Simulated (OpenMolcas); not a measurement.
# GaNH2F2 (SMILES [NH2][Ga]([F])[F]): levels of theory compared

Aim: a comparison of 6 runs (B2PLYP/cc-pVDZ, BHLYP/cc-pVDZ, BLYP/cc-pVDZ, M06-2X/cc-pVDZ, PBE/cc-pVDZ, r2SCAN/cc-pVDZ) of GaNH2F2. 

The calculation is run with OpenMolcas 26.06.

**1. The system as given**

GaNH2F2 has 6 atoms, charge 0, and is taken as a singlet. As SMILES, `[NH2][Ga]([F])[F]`. The coordinates come from a PBE0-D4/def2-TZVP relaxation.

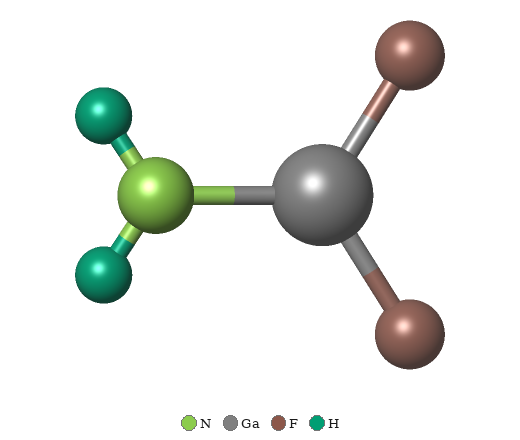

The structure, seen from a chosen angle (nitrogen green, gallium grey, fluorine brown, hydrogen teal).

**2. The energy at B2PLYP/cc-pVDZ (run 1)**

Contents of calc.inp:

```
&gateway
  baslib = $CurrDir
  basisset
  N.cc-pVDZ....
  N1 -0.297500 0.963700 -0.172700 angstrom
  End of Basis
  basisset
  Ga.cc-pVDZ....
  Ga2 0.284200 -0.715300 0.042000 angstrom
  End of Basis
  basisset
  F.cc-pVDZ....
  F3 1.685000 -1.101600 0.997700 angstrom
  F4 -0.455300 -2.067700 -0.763400 angstrom
  End of Basis
  basisset
  H.cc-pVDZ....
  H5 0.025100 1.704800 0.425700 angstrom
  H6 -1.199500 1.152100 -0.575400 angstrom
  End of Basis

&seward
  gridinput
  Grid=UltraFine
  End of Grid

&scf
  ksdft = B2PLYP_SCF
  thresholds = 1e-10 1e-07 1e-07 1e-05
  prorbitals = 0

&mbpt2
  frozen = 12
```

The basis set cc-pVDZ is read from a file made from the Basis Set Exchange's data (not shown).

Launch:

```bash
$ export MOLCAS_MEM=1860
$ pymolcas calc.inp > calc.log
```

What it wrote:

```text
--- Start Module: gateway ---
[...]
--- Stop Module: gateway /rc=_RC_ALL_IS_WELL_ ---
[...]
      Basis functions           79
[...]
--- Start Module: scf ---
[...]
       Convergence after  13 Iterations
[...]
::    Total KS-DFT energy                           -2179.7617762330
[...]
      Total spin, S                                     0.0000000000
[...]
      Total electronic charge=   58.000000
      Total            charge=   -0.000000
[...]
      Dipole Moment (debye):
      Origin of the operator (angstrom)=    0.3058   -0.7576    0.0389
                   X= -1.5311E+00               Y=  3.1022E+00               Z=  1.6113E-01           Total=  3.4632E+00
      Quadrupole Moment (debye*angstrom):
[...]
--- Stop Module: scf /rc=_RC_ALL_IS_WELL_ ---
[...]
--- Start Module: mbpt2 ---
[...]
 ###    WARNING: MP2 implementation intended for RHF references only         ###
 ###############################################################################
MBPT2 WARNING: Reference function according to RunFile:KS-DFT
I'll assume you know what you're doing and continue
WARNING!
Default frozen orbitals as non valence orbitals is overwritten by user input.
Default values:  17
[...]
       Reference weight ( Cref**2 )         =        0.79605
::    Total MBPT2 energy                            -2180.5307959910
[...]
      Total MBPT2 calculations                           0.32      0.38
--- Stop Module: mbpt2 /rc=_RC_ALL_IS_WELL_ ---
[...]
```

It took 29 s on 1 thread of Arm Neoverse N1, shared host; peak memory 0.44 GiB.

**3. Energy and forces at BHLYP/cc-pVDZ (run 2)**

Contents of job.inp:

```
>>> EXPORT MOLCAS_PRINT=2

&GATEWAY
  BASLIB=$CurrDir
  COORD
  6
  angstrom
  N       -0.297500       0.963700      -0.172700
  Ga       0.284200      -0.715300       0.042000
  F        1.685000      -1.101600       0.997700
  F       -0.455300      -2.067700      -0.763400
  H        0.025100       1.704800       0.425700
  H       -1.199500       1.152100      -0.575400
  BASIS=cc-pVDZ
  GROUP=NoSym

&SEWARD
  GRIDINPUT
  Grid=UltraFine
  End of Grid

&SCF
  KSDFT=HYB_GGA_XC_BHANDHLYP
  THRESHOLDS=1e-10 1e-07 1e-07 1e-05
  PRORBITALS=1 1

&ALASKA
```

The basis set cc-pVDZ is read from a file made from the Basis Set Exchange's data (not shown).

Launch:

```bash
$ export MOLCAS_MEM=1860
$ pymolcas job.inp > job.log
```

What it wrote:

```text
--- Start Module: gateway ---
[...]
--- Stop Module: gateway /rc=_RC_ALL_IS_WELL_ ---
[...]
      Basis functions           79
[...]
--- Start Module: scf ---
[...]
       Convergence after  12 Iterations
[...]
::    Total KS-DFT energy                           -2180.4416709900
[...]
      Total spin, S                                     0.0000000000
[...]
      Total electronic charge=   58.000000
      Total            charge=   -0.000000
[...]
      Dipole Moment (debye):
      Origin of the operator (angstrom)=    0.3058   -0.7576    0.0389
                   X= -1.5336E+00               Y=  3.1110E+00               Z=  1.5938E-01           Total=  3.4722E+00
      Quadrupole Moment (debye*angstrom):
[...]
--- Stop Module: scf /rc=_RC_ALL_IS_WELL_ ---
[...]
--- Start Module: alaska ---
[...]
 *              Molecular gradients               *
 **************************************************
  Irreducible representation: a
 ------------------------------------------------------------------------------------------
                              X                       Y                       Z
 ------------------------------------------------------------------------------------------
  N1               -1.21350693478384E-03    2.01305591556888E-03    2.99858082014381E-04
  GA2               1.18546836736222E-03   -3.43219191795630E-03    3.62883428842387E-04
  F3               -2.70623828838623E-03    4.16790714339754E-04   -1.94522307525347E-03
  F4                1.70983671358904E-03    2.43808631583065E-03    1.65833836431517E-03
  H5                5.66947057013545E-04   -6.68069276352767E-04   -1.63195323098719E-04
  H6                4.57493085297855E-04   -7.67671751441767E-04   -2.12661476789222E-04
 ------------------------------------------------------------------------------------------
--- Stop Module: alaska /rc=_RC_ALL_IS_WELL_ ---
[...]
```

Wall time 36 s (1 thread of Arm Neoverse N1, shared host); peak memory 0.44 GiB.

Run 3 isn't shown in full; the table further down has it.

**4. Energy and forces at M06-2X/cc-pVDZ (run 4)**

Contents of test.inp:

```
&GATEWAY
BasLib=$CurrDir
Coord
6
angstrom
N       -0.297500       0.963700      -0.172700
Ga       0.284200      -0.715300       0.042000
F        1.685000      -1.101600       0.997700
F       -0.455300      -2.067700      -0.763400
H        0.025100       1.704800       0.425700
H       -1.199500       1.152100      -0.575400
Basis=cc-pVDZ
Group=NoSym
&SEWARD
GridInput
Grid=UltraFine
End of Grid
&SCF
KSDFT=M062X
Thresholds=1e-10 1e-07 1e-07 1e-05
PrOrbitals=1 1
&ALASKA
```

The basis set cc-pVDZ is read from a file made from the Basis Set Exchange's data (not shown).

Launch:

```bash
$ export MOLCAS_MEM=1860
$ pymolcas test.inp > test.log
```

What it wrote:

```text
--- Start Module: gateway ---
[...]
--- Stop Module: gateway /rc=_RC_ALL_IS_WELL_ ---
[...]
      Basis functions           79
[...]
--- Start Module: scf ---
[...]
       Convergence after  14 Iterations
[...]
::    Total KS-DFT energy                           -2180.4897757378
[...]
      Total spin, S                                     0.0000000000
[...]
      Total electronic charge=   58.000000
      Total            charge=   -0.000000
[...]
      Dipole Moment (debye):
      Origin of the operator (angstrom)=    0.3058   -0.7576    0.0389
                   X= -1.5200E+00               Y=  3.0858E+00               Z=  1.5662E-01           Total=  3.4434E+00
      Quadrupole Moment (debye*angstrom):
[...]
--- Stop Module: scf /rc=_RC_ALL_IS_WELL_ ---
[...]
--- Start Module: alaska ---
[...]
 *              Molecular gradients               *
 **************************************************
  Irreducible representation: a
 ------------------------------------------------------------------------------------------
                              X                       Y                       Z
 ------------------------------------------------------------------------------------------
  N1               -2.76547376568104E-03    2.92373580920824E-03    1.67786760019695E-03
  GA2               9.01915477142801E-04   -2.43638089931064E-03    1.62088373805824E-04
  F3               -7.58326870811743E-03    1.56179233439957E-03   -5.26786390694056E-03
  F4                4.37971615632549E-03    6.99990099456826E-03    4.54167451285059E-03
  H5               -1.59764813254637E-03   -6.36475135575498E-03   -3.95845890315094E-03
  H6                6.66475897291452E-03   -2.68429688313931E-03    2.84469232328588E-03
 ------------------------------------------------------------------------------------------
--- Stop Module: alaska /rc=_RC_ALL_IS_WELL_ ---
[...]
```

Run time: 53 s. Hardware: 1 thread of Arm Neoverse N1, shared host; peak memory 0.44 GiB.

Run 5 isn't shown in full; the table further down has it.

**5. Energy and gradient at r2SCAN/cc-pVDZ (run 6)**

Contents of input.xyz:

```xyz
6

N     -0.297500     0.963700    -0.172700
Ga     0.284200    -0.715300     0.042000
F      1.685000    -1.101600     0.997700
F     -0.455300    -2.067700    -0.763400
H      0.025100     1.704800     0.425700
H     -1.199500     1.152100    -0.575400
```

Contents of test.inp:

```
&gateway
  baslib = $CurrDir
  coord = input.xyz
  basis = cc-pVDZ
  group = NoSym

&seward
  gridinput
  Grid=UltraFine
  End of Grid

&scf
  ksdft = 2
  1.0 MGGA_X_R2SCAN
  1.0 MGGA_C_R2SCAN
  thresholds = 1e-10 1e-07 1e-07 1e-05
  prorbitals = 1

&alaska
```

The basis set cc-pVDZ is read from a file made from the Basis Set Exchange's data (not shown).

Launch:

```bash
$ export MOLCAS_MEM=1860
$ pymolcas test.inp > test.log
```

What it wrote:

```text
--- Start Module: gateway ---
[...]
--- Stop Module: gateway /rc=_RC_ALL_IS_WELL_ ---
[...]
      Basis functions           79
[...]
--- Start Module: scf ---
[...]
       Convergence after  16 Iterations
[...]
::    Total KS-DFT energy                           -2180.4484091647
[...]
      Total spin, S                                     0.0000000000
[...]
      Total electronic charge=   58.000000
      Total            charge=   -0.000000
[...]
      Dipole Moment (debye):
      Origin of the operator (angstrom)=    0.3058   -0.7576    0.0389
                   X= -1.4725E+00               Y=  3.0501E+00               Z=  1.1831E-01           Total=  3.3891E+00
      Quadrupole Moment (debye*angstrom):
[...]
--- Stop Module: scf /rc=_RC_ALL_IS_WELL_ ---
[...]
--- Start Module: alaska ---
[...]
 *              Molecular gradients               *
 **************************************************
  Irreducible representation: a
 ------------------------------------------------------------------------------------------
                              X                       Y                       Z
 ------------------------------------------------------------------------------------------
  N1               -5.27981191030058E-03    5.61485726538891E-03    3.28500045087043E-03
  GA2               3.42567804162197E-03   -7.05947306451282E-03   -3.71557283753932E-04
  F3               -8.10954891260707E-03    1.70801411723431E-03   -5.29913303672203E-03
  F4                4.36764238337695E-03    7.36282272867683E-03    4.93458380971745E-03
  H5               -1.94086907124014E-03   -5.92695244265595E-03   -5.17000105545273E-03
  H6                7.53690946920038E-03   -1.69926860395542E-03    2.62110711534325E-03
 ------------------------------------------------------------------------------------------
--- Stop Module: alaska /rc=_RC_ALL_IS_WELL_ ---
[...]
```

Run time: 60 s. Hardware: 1 thread of Arm Neoverse N1, shared host; peak memory 0.44 GiB.

**6. Overview of the runs**

| run | level | task | frozen core orbitals | energy (Eh) | dipole moment (D) | HOMO energy (eV) | LUMO energy (eV) | wall time |
| --- | --- | --- | --- | --- | --- | --- | --- | --- |
| 1 | B2PLYP/cc-pVDZ | energy | 12 | -2179.969412 | 3.46 | -9.46 | 0.24 | 29 s |
| 2 | BHLYP/cc-pVDZ | gradient | – | -2180.441671 | 3.47 | -9.51 | -0.10 | 36 s |
| 3 | BLYP/cc-pVDZ | gradient | – | -2180.599085 | 3.29 | -6.38 | -1.88 | 44 s |
| 4 | M06-2X/cc-pVDZ | gradient | – | -2180.489776 | 3.44 | -9.53 | -0.06 | 53 s |
| 5 | PBE/cc-pVDZ | gradient | – | -2180.018876 | 3.30 | -6.54 | -1.90 | 44 s |
| 6 | r2SCAN/cc-pVDZ | gradient | – | -2180.448409 | 3.39 | -6.93 | -1.59 | 60 s |

**7. What came out**

```
                       quantity           value
            run 6: total energy  -2180.44841 Eh
           run 6: dipole moment          3.39 D
             run 6: HOMO energy        -6.93 eV
             run 6: LUMO energy        -1.59 eV
           run 6: HOMO–LUMO gap         5.34 eV
run 6: largest force on an atom      0.508 eV/Å
```

What this shows: The dipole moment (its size) runs from 3.29 D (BLYP/cc-pVDZ) to 3.47 D (BHLYP/cc-pVDZ). The HOMO–LUMO gap runs from 4.51 eV (BLYP/cc-pVDZ) to 9.70 eV (B2PLYP/cc-pVDZ). A double hybrid's value is that of its SCF part. For B2PLYP the log adds the whole second-order term; the table takes 0.27 of it, as the functional is defined. Totals of different functionals can't be ranked against each other. All runs together took 4.4 min, the longest 60 s.
